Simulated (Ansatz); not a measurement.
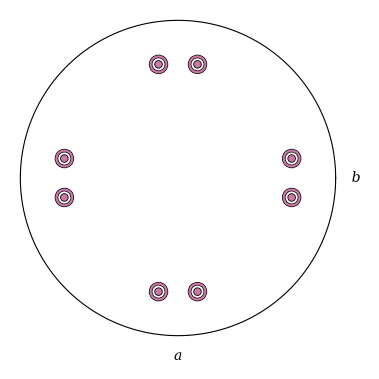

Stereographic projection: filled dots lie in the upper hemisphere, open rings in the lower. The c axis points at the viewer. The poles are all faces of one general form. Computed from the symmetry operations of a computed or model structure of composition Rb2PdO2, which need not be its known form.

> Name the crystal class.

4/mmm (D4h), order 16, tetragonal system: one fourfold axis, four twofold axes, five mirror planes, an inversion centre.

> Can such a crystal be piezoelectric, pyroelectric or chiral?

It is centrosymmetric, so neither piezoelectric nor pyroelectric; it is not chiral.
